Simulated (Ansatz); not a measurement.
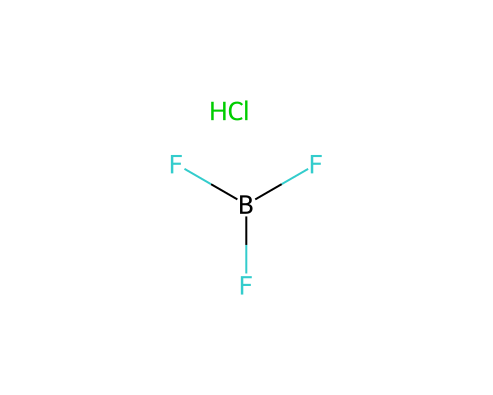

The picture comes from a calculation with Ansatz.

### Write the SMILES.

Cl.FB(F)F

### Give the formula, hydrogens included.

BClF3H.
